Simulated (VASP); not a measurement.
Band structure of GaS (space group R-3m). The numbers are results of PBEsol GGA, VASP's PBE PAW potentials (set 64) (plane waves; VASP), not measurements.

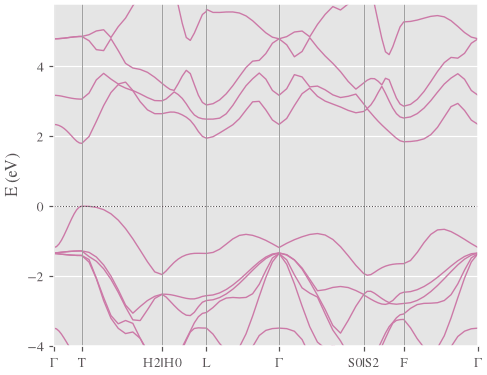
Figure: Bands along high-symmetry lines, zero at the valence-band maximum or, without a gap, the Fermi level

Problem. Read the plot: is there a gap, and where are the band edges?

Solution. The gap is direct, 1.80 eV, from the valence maximum at T to the conduction minimum at T. (Edges off the drawn lines would not show.)

The structure comes from a computed database's GaS entry (R-3m); how it stands against other phases isn't given here. It was relaxed first.
